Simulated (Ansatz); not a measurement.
# ClGaH5N: two geometries relaxed, part 2 of 2

Aim: relax the geometries before and after the reaction (exchange4), and see whether they are two minima and how far apart in energy. Meant to form: Ga1–N6, H5–Cl2; to break: Ga1–Cl2, H5–N6. The start is a guess near the saddle point, from which both ends are pulled out.

Ansatz 0.2.0; RKS PBE0/def2-SVP. The steps go on from the part before.

## (4) Pulling towards end B

Springs on the bonds that form and break draw the guess towards this end; the thresholds are loose.

File input.yaml:

```yaml
crystal:
  periodic: [false, false, false]
  atoms:
    - { symbol: Ga, position_ang: [0.2044, 1.1293, -0.4001] }
    - { symbol: Cl, position_ang: [1.9806, -0.7594, -0.7303] }
    - { symbol: H, position_ang: [0.6934, 2.1608, 0.6487] }
    - { symbol: H, position_ang: [-0.5034, 1.4914, -1.7309] }
    - { symbol: H, position_ang: [0.4801, -1.1753, 0.0825] }
    - { symbol: "N", position_ang: [-0.6911, -0.717, 0.5292] }
    - { symbol: H, position_ang: [-1.4227, -1.2477, 0.0719] }
    - { symbol: H, position_ang: [-0.7412, -0.8821, 1.529] }
basis:
  gaussian: { orbitals: def2-SVP }
hamiltonian:
  xc: pbe0
relax:
  f_tol: 0.15
  max_steps: 25
  restrain:
    - { distance: [0, 5], at: 1.93, k: 30.0 }
    - { distance: [4, 1], at: 1.33, k: 30.0 }
    - { distance: [0, 1], at: 3.54, k: 30.0 }
    - { distance: [4, 5], at: 2.32, k: 30.0 }
```

On the command line:

```
$ ansatz run input.yaml --threads 2 --pin off --max-ram 3072MiB --backend cpu --events-out ev --progress --plain --runs-dir out
```

Output:

```text
Warning: RAYON_NUM_THREADS=2 ignored (pool sized by the plan → 2); use --threads N
The last accepted step is kept in <dir> (removed where the run ends without a failure and the disk answers)
Engine: ansatz 0.2.0, x86_64-unknown-linux-gnu
Functional definition: PBE0
  parameter a = 0.25
  parameter kappa = 0.804
  parameter beta = 0.06672455060314922
  exchange = (1 - a)*pbe_x(kappa = kappa, mu = beta*pi^2/3) + a*exact_x
  correlation = pbe_c(beta = beta)
941 factors; integrals over basis functions are off by at most 4.8e-4 eV
mean field evaluation 1: about -66443.8493 eV, gradient 4.8e1 eV
mean field evaluation 2: about -66436.7672 eV, gradient 7.2e1 eV
mean field evaluation 4: about -66448.2216 eV, gradient 3.2e0 eV
mean field evaluation 8: about -66448.2525 eV, gradient 1.9e-1 eV
mean field evaluation 16: about -66448.2525 eV, gradient 2.9e-5 eV
mean field -66448.25252559 eV, -2441.9282400721 hartree, gradient 2.9e-5 eV, S^2 0.000000; 0 other end points of the search recorded, 0 dependent functions left out
the calculation of the forces begins
reference -66448.25255417 eV, -2441.9282411225 hartree; 30, 30 occupied and 59, 59 virtual orbitals, 941 factors
relax step   1: F+E_penalty+E_count = -66448.25252559 eV  Δ(F+E_penalty+E_count) = +0.000e0 eV  max|allowed force component| = 3.585e0 eV/Å  E_restraint = 31.72516748 eV  max|allowed force component, restraints' pulls added| = 3.422e1 eV/Å  Δτ_max = 0.0000 Å  (25 SCF iters, accepted)
  distance Ga 0 - N 5 = 2.2526 Å
  distance H 4 - Cl 1 = 1.7565 Å
  distance Ga 0 - Cl 1 = 2.6136 Å
  distance H 4 - N 5 = 1.3346 Å
these checks for a lower state are left out or cut short: starts, cluster_reference, orbital_swaps, neighbouring_geometries, increment
941 factors; integrals over basis functions are off by at most 5.1e-4 eV
mean field -66447.47530492 eV, -2441.8996777394 hartree, gradient 8.1e-6 eV, S^2 0.000000; 0 other end points of the search recorded, 0 dependent functions left out
the calculation of the forces begins
reference -66447.47533384 eV, -2441.8996788021 hartree; 30, 30 occupied and 59, 59 virtual orbitals, 941 factors
relax step   2: F+E_penalty+E_count = -66447.47530492 eV  Δ(F+E_penalty+E_count) = +7.772e-1 eV  max|allowed force component| = 2.319e0 eV/Å  E_restraint = 14.83401655 eV  max|allowed force component, restraints' pulls added| = 2.462e1 eV/Å  Δτ_max = 0.1949 Å  (33 SCF iters, accepted)
  distance Ga 0 - N 5 = 2.1632 Å
  distance H 4 - Cl 1 = 1.5907 Å
  distance Ga 0 - Cl 1 = 2.9157 Å
  distance H 4 - N 5 = 1.6295 Å
these checks for a lower state are left out or cut short: starts, cluster_reference, orbital_swaps, neighbouring_geometries, increment
941 factors; integrals over basis functions are off by at most 7.0e-4 eV
mean field -66447.42631884 eV, -2441.8978775343 hartree, gradient 6.8e-5 eV, S^2 0.000000; 0 other end points of the search recorded, 0 dependent functions left out
the calculation of the forces begins
reference -66447.42634735 eV, -2441.8978785820 hartree; 30, 30 occupied and 59, 59 virtual orbitals, 941 factors
relax step   3: F+E_penalty+E_count = -66447.42631884 eV  Δ(F+E_penalty+E_count) = +4.899e-2 eV  max|allowed force component| = 2.316e0 eV/Å  E_restraint = 4.81825901 eV  max|allowed force component, restraints' pulls added| = 1.333e1 eV/Å  Δτ_max = 0.1949 Å  (31 SCF iters, accepted)
  distance Ga 0 - N 5 = 2.0723 Å
  distance H 4 - Cl 1 = 1.4319 Å
  distance Ga 0 - Cl 1 = 3.1498 Å
  distance H 4 - N 5 = 1.9481 Å
these checks for a lower state are left out or cut short: starts, cluster_reference, orbital_swaps, neighbouring_geometries, increment
943 factors; integrals over basis functions are off by at most 5.2e-4 eV
mean field evaluation 32: about -66447.6390 eV, gradient 4.5e-1 eV
mean field -66447.64891059 eV, -2441.9060576299 hartree, gradient 2.6e-5 eV, S^2 0.000000; 0 other end points of the search recorded, 0 dependent functions left out
the calculation of the forces begins
reference -66447.64893921 eV, -2441.9060586818 hartree; 30, 30 occupied and 59, 59 virtual orbitals, 943 factors
relax step   4: F+E_penalty+E_count = -66447.64891059 eV  Δ(F+E_penalty+E_count) = -2.226e-1 eV  max|allowed force component| = 1.561e0 eV/Å  E_restraint = 0.24554644 eV  max|allowed force component, restraints' pulls added| = 2.748e0 eV/Å  Δτ_max = 0.1947 Å  (27 SCF iters, accepted)
  distance Ga 0 - N 5 = 1.9428 Å
  distance H 4 - Cl 1 = 1.3087 Å
  distance Ga 0 - Cl 1 = 3.4307 Å
  distance H 4 - N 5 = 2.2583 Å
these checks for a lower state are left out or cut short: starts, cluster_reference, orbital_swaps, neighbouring_geometries, increment
942 factors; integrals over basis functions are off by at most 6.8e-4 eV
mean field -66447.81449105 eV, -2441.9121425996 hartree, gradient 9.9e-6 eV, S^2 0.000000; 0 other end points of the search recorded, 0 dependent functions left out
the calculation of the forces begins
reference -66447.81451970 eV, -2441.9121436528 hartree; 30, 30 occupied and 59, 59 virtual orbitals, 942 factors
relax step   5: F+E_penalty+E_count = -66447.81449105 eV  Δ(F+E_penalty+E_count) = -1.656e-1 eV  max|allowed force component| = 9.572e-1 eV/Å  E_restraint = 0.03174966 eV  max|allowed force component, restraints' pulls added| = 1.750e0 eV/Å  Δτ_max = 0.1942 Å  (28 SCF iters, accepted)
  distance Ga 0 - N 5 = 1.8877 Å
  distance H 4 - Cl 1 = 1.3149 Å
  distance Ga 0 - Cl 1 = 3.5323 Å
  distance H 4 - N 5 = 2.3135 Å
these checks for a lower state are left out or cut short: starts, cluster_reference, orbital_swaps, neighbouring_geometries, increment
942 factors; integrals over basis functions are off by at most 7.0e-4 eV
mean field -66447.87401413 eV, -2441.9143300325 hartree, gradient 7.8e-6 eV, S^2 0.000000; 0 other end points of the search recorded, 0 dependent functions left out
the calculation of the forces begins
reference -66447.87404230 eV, -2441.9143310677 hartree; 30, 30 occupied and 59, 59 virtual orbitals, 942 factors
relax step   6: F+E_penalty+E_count = -66447.87401413 eV  Δ(F+E_penalty+E_count) = -5.952e-2 eV  max|allowed force component| = 1.175e0 eV/Å  E_restraint = 0.02524859 eV  max|allowed force component, restraints' pulls added| = 5.297e-1 eV/Å  Δτ_max = 0.1007 Å  (28 SCF iters, accepted)
  distance Ga 0 - N 5 = 1.8934 Å
  distance H 4 - Cl 1 = 1.3148 Å
  distance Ga 0 - Cl 1 = 3.5402 Å
  distance H 4 - N 5 = 2.3094 Å
these checks for a lower state are left out or cut short: starts, cluster_reference, orbital_swaps, neighbouring_geometries, increment
942 factors; integrals over basis functions are off by at most 9.8e-4 eV
mean field -66447.87720288 eV, -2441.9144472169 hartree, gradient 1.0e-5 eV, S^2 0.000000; 0 other end points of the search recorded, 0 dependent functions left out
the calculation of the forces begins
reference -66447.87723115 eV, -2441.9144482558 hartree; 30, 30 occupied and 59, 59 virtual orbitals, 942 factors
relax step   7: F+E_penalty+E_count = -66447.87720288 eV  Δ(F+E_penalty+E_count) = -3.189e-3 eV  max|allowed force component| = 9.121e-1 eV/Å  E_restraint = 0.02488482 eV  max|allowed force component, restraints' pulls added| = 1.303e-1 eV/Å  Δτ_max = 0.1118 Å  (28 SCF iters, accepted)
  distance Ga 0 - N 5 = 1.8942 Å
  distance H 4 - Cl 1 = 1.3141 Å
  distance Ga 0 - Cl 1 = 3.5387 Å
  distance H 4 - N 5 = 2.3090 Å
these checks for a lower state are left out or cut short: starts, cluster_reference, orbital_swaps, neighbouring_geometries, increment
941 factors; integrals over basis functions are off by at most 9.0e-4 eV
mean field evaluation 64: about -66447.8400 eV, gradient 7.6e-6 eV
mean field -66447.83998340 eV, -2441.9130794263 hartree, gradient 7.7e-6 eV, S^2 0.000000; 0 other end points of the search recorded, 0 dependent functions left out
the calculation of the forces begins
reference -66447.84001175 eV, -2441.9130804682 hartree; 30, 30 occupied and 59, 59 virtual orbitals, 941 factors
relax step   8: F+E_penalty+E_count = -66447.83998340 eV  Δ(F+E_penalty+E_count) = +3.722e-2 eV  max|allowed force component| = 1.064e0 eV/Å  E_restraint = 0.02478407 eV  max|allowed force component, restraints' pulls added| = 1.532e0 eV/Å  Δτ_max = 0.1925 Å  (28 SCF iters, rejected (line search))
  distance Ga 0 - N 5 = 1.8957 Å
  distance H 4 - Cl 1 = 1.3514 Å
  distance Ga 0 - Cl 1 = 3.5375 Å
  distance H 4 - N 5 = 2.3164 Å
these checks for a lower state are left out or cut short: starts, cluster_reference, orbital_swaps, neighbouring_geometries, increment
941 factors; integrals over basis functions are off by at most 1.0e-3 eV
mean field -66447.87738087 eV, -2441.9144537580 hartree, gradient 1.4e-5 eV, S^2 0.000000; 0 other end points of the search recorded, 0 dependent functions left out
the calculation of the forces begins
reference -66447.87740921 eV, -2441.9144547995 hartree; 30, 30 occupied and 59, 59 virtual orbitals, 941 factors
relax step   9: F+E_penalty+E_count = -66447.87738087 eV  Δ(F+E_penalty+E_count) = -1.780e-4 eV  max|allowed force component| = 9.459e-1 eV/Å  E_restraint = 0.02124746 eV  max|allowed force component, restraints' pulls added| = 5.905e-1 eV/Å  Δτ_max = 0.0938 Å  (27 SCF iters, accepted)
  distance Ga 0 - N 5 = 1.8950 Å
  distance H 4 - Cl 1 = 1.3264 Å
  distance Ga 0 - Cl 1 = 3.5379 Å
  distance H 4 - N 5 = 2.3068 Å
these checks for a lower state are left out or cut short: starts, cluster_reference, orbital_swaps, neighbouring_geometries, increment
941 factors; integrals over basis functions are off by at most 1.1e-3 eV
mean field -66447.88341571 eV, -2441.9146755345 hartree, gradient 7.7e-5 eV, S^2 0.000000; 0 other end points of the search recorded, 0 dependent functions left out
the calculation of the forces begins
reference -66447.88344405 eV, -2441.9146765759 hartree; 30, 30 occupied and 59, 59 virtual orbitals, 941 factors
relax step  10: F+E_penalty+E_count = -66447.88341571 eV  Δ(F+E_penalty+E_count) = -6.035e-3 eV  max|allowed force component| = 9.544e-1 eV/Å  E_restraint = 0.02333827 eV  max|allowed force component, restraints' pulls added| = 1.164e-2 eV/Å  Δτ_max = 0.0248 Å  (25 SCF iters, accepted)
  distance Ga 0 - N 5 = 1.8945 Å
  distance H 4 - Cl 1 = 1.3158 Å
  distance Ga 0 - Cl 1 = 3.5384 Å
  distance H 4 - N 5 = 2.3105 Å
941 factors; integrals over basis functions are off by at most 1.1e-3 eV
mean field -66447.88341571 eV, -2441.9146755345 hartree, gradient 7.7e-5 eV, S^2 0.000000; 1 other end points of the search recorded, 0 dependent functions left out
the calculation of the forces begins
reference -66447.88344405 eV, -2441.9146765759 hartree; 30, 30 occupied and 59, 59 virtual orbitals, 941 factors
Total energy: -66447.88344405 eV, -2441.9146765759 hartree
Atom 0 at    -0.228324     1.169262    -0.206841 Å, force    -0.306823    -0.954423     0.407261 eV/Å
Atom 1 at     2.327254    -1.204033    -0.803860 Å, force    -0.407224    -0.012071     0.205212 eV/Å
Atom 2 at     0.568647     2.083239     0.773589 Å, force     0.002761    -0.000545    -0.003383 eV/Å
Atom 3 at    -0.596429     1.407266    -1.703046 Å, force    -0.002973     0.000942     0.000654 eV/Å
Atom 4 at     1.168893    -1.350659    -0.197199 Å, force     0.115362     0.159064    -0.103034 eV/Å
Atom 5 at    -0.837488    -0.465939     0.530814 Å, force     0.602305     0.807661    -0.501791 eV/Å
Atom 6 at    -1.552340    -1.021370     0.072447 Å, force    -0.001476    -0.000517    -0.008029 eV/Å
Atom 7 at    -0.850114    -0.617766     1.534096 Å, force    -0.001931    -0.000111     0.003109 eV/Å
Dipole moment:    -0.469197    -0.046984     0.239652 e Å
```

Wall time 12 s (2 threads of Intel Xeon 6975P-C (Granite Rapids), shared host); peak memory 0.19 GiB.

Relaxation path:

```
step  energy from step 1 (eV)  largest force component (eV/Å)
   1                   0.0000                          3.5855
   2                   0.7772                          2.3191
   3                   0.8262                          2.3163
   4                   0.6036                          1.5613
   5                   0.4380                          0.9572
   6                   0.3785                          1.1755
   7                   0.3753                          0.9121
  8x                   0.4125                          1.0644
   9                   0.3751                          0.9459
  10                   0.3691                          0.9544
```

Step 1 is the start. 1 step was tried and not accepted (marked x). Energies and forces in the table leave out the springs, which the log lists apart; the run stops on the force with the springs' pull added.

After: Bond lengths: Ga1–H3 1.559 Å, Ga1–H4 1.559 Å, Cl2–H5 1.316 Å, Ga1–N6 1.894 Å, N6–H7 1.015 Å, N6–H8 1.015 Å. Angles: H3–Ga1–H4 129.4°, H3–Ga1–N6 115.2°, H4–Ga1–N6 115.4°, Ga1–N6–H7 121.5°, Ga1–N6–H8 121.2°, H7–N6–H8 110.9°.

Pairs that crossed the distance rule for bonds on the way: came closer Cl2–H5; moved apart Ga1–Cl2.

## (5) End point B

It starts where the restrained run ended.

File input.yaml:

```yaml
crystal:
  periodic: [false, false, false]
  atoms:
    - { symbol: Ga, position_ang: [-0.228324, 1.169262, -0.206841] }
    - { symbol: Cl, position_ang: [2.327254, -1.204033, -0.80386] }
    - { symbol: H, position_ang: [0.568647, 2.083239, 0.773589] }
    - { symbol: H, position_ang: [-0.596429, 1.407266, -1.703046] }
    - { symbol: H, position_ang: [1.168893, -1.350659, -0.197199] }
    - { symbol: "N", position_ang: [-0.837488, -0.465939, 0.530814] }
    - { symbol: H, position_ang: [-1.55234, -1.02137, 0.072447] }
    - { symbol: H, position_ang: [-0.850114, -0.617766, 1.534096] }
basis:
  gaussian: { orbitals: def2-SVP }
hamiltonian:
  xc: pbe0
relax:
  f_tol: 0.03
  max_steps: 50
```

On the command line:

```
$ ansatz run input.yaml --threads 2 --pin off --max-ram 3072MiB --backend cpu --events-out ev --progress --plain --runs-dir out
```

Output (excerpt; [...] marks lines left out):

```text
Warning: RAYON_NUM_THREADS=2 ignored (pool sized by the plan → 2); use --threads N
[...]
[... 1 set-up line as earlier in the session ...]
[...]
942 factors; integrals over basis functions are off by at most 3.1e-4 eV
[...]
mean field -66447.88343487 eV, -2441.9146762383 hartree, gradient 2.3e-5 eV, S^2 0.000000; 0 other end points of the search recorded, 0 dependent functions left out
[...]
reference -66447.88346313 eV, -2441.9146772769 hartree; 30, 30 occupied and 59, 59 virtual orbitals, 942 factors
relax step   1: F+E_penalty+E_count = -66447.88343487 eV  Δ(F+E_penalty+E_count) = +0.000e0 eV  max|allowed force component| = 9.545e-1 eV/Å  Δτ_max = 0.0000 Å  (26 SCF iters, accepted)
[...]
relax step   4: F+E_penalty+E_count = -66448.08370363 eV  Δ(F+E_penalty+E_count) = -4.081e-2 eV  max|allowed force component| = 8.346e-1 eV/Å  Δτ_max = 0.1187 Å  (28 SCF iters, accepted)
[...]
reference -66449.73098655 eV, -2441.9825725103 hartree; 30, 30 occupied and 59, 59 virtual orbitals, 942 factors
Total energy: -66449.73098655 eV, -2441.9825725103 hartree
Atom 0 at     0.395093     0.943825    -0.445526 Å, force    -0.011482    -0.002786     0.006486 eV/Å
Atom 1 at     2.173628    -0.279013    -0.963614 Å, force     0.007840     0.001954    -0.004741 eV/Å
Atom 2 at     0.633783     1.898928     0.776603 Å, force     0.004477     0.008610    -0.004774 eV/Å
Atom 3 at    -0.538661     1.232080    -1.673423 Å, force     0.004854     0.009160    -0.005067 eV/Å
Atom 4 at     0.105081    -1.472440     0.341711 Å, force    -0.008713    -0.001713     0.005536 eV/Å
Atom 5 at    -0.574635    -0.718546     0.470175 Å, force    -0.020099    -0.018594     0.015053 eV/Å
Atom 6 at    -1.449073    -0.996340     0.024068 Å, force     0.015611     0.004346     0.001843 eV/Å
Atom 7 at    -0.745116    -0.608492     1.470005 Å, force     0.007512    -0.000977    -0.014337 eV/Å
Dipole moment:    -0.906158    -0.557712     0.585203 e Å
```

It took 18 s on 2 threads of Intel Xeon 6975P-C (Granite Rapids), shared host; peak memory 0.19 GiB.

The steps of the relaxation:

```
step  energy from step 1 (eV)  largest force component (eV/Å)
   1                   0.0000                          0.9545
   2                  -0.1103                          0.3380
   3                  -0.1595                          0.8195
   4                  -0.2003                          0.8346
   5                  -0.3573                          0.9509
   6                  -0.7558                          1.7032
   7                  -1.2388                          2.9952
   8                  -1.6651                          0.6432
  9x                  -1.6474                          1.8808
  10                  -1.7649                          0.4042
  11                  -1.8096                          0.2090
  12                  -1.8425                          0.1034
  13                  -1.8444                          0.1485
  14                  -1.8475                          0.0201
```

Step 1 is the start. 1 step was tried and not accepted (marked x).

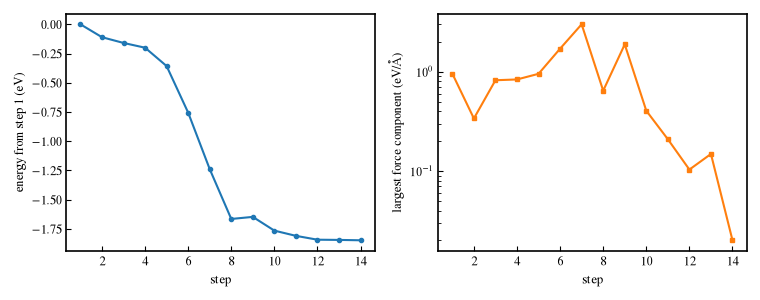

How energy and force went from step to step.

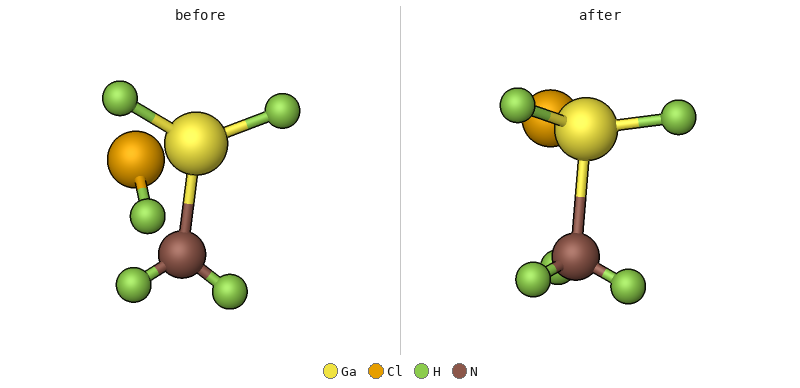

Before and after, at one scale.

After: Bond lengths: Ga1–Cl2 2.220 Å, Ga1–H3 1.569 Å, Ga1–H4 1.569 Å, Ga1–N6 2.131 Å, H5–N6 1.023 Å, N6–H7 1.020 Å, N6–H8 1.020 Å. Angles: Cl2–Ga1–H3 113.3°, Cl2–Ga1–H4 113.3°, Cl2–Ga1–N6 92.0°, H3–Ga1–H4 126.0°, H3–Ga1–N6 102.1°, H4–Ga1–N6 102.0°, Ga1–N6–H5 102.6°, Ga1–N6–H7 114.5°, Ga1–N6–H8 114.4°, H5–N6–H7 108.3°, H5–N6–H8 108.3°, H7–N6–H8 108.3°.

Pairs that crossed the distance rule for bonds on the way: came closer Ga1–Cl2, H5–N6; moved apart Cl2–H5.

## (6) Summary of results

What follows sums up all 2 parts.

```
                           quantity                     value
                              end A   7 moves, 0.846 eV lower
                              end B  12 moves, 1.848 eV lower
largest difference between the ends                    0.01 Å
            end B relative to end A                 +0.000 eV
```

In words: Both starts fell into the same minimum (no atom differs by more than 0.01 Å), so from this start no second minimum was found and no band was run; another arrangement could still be one.
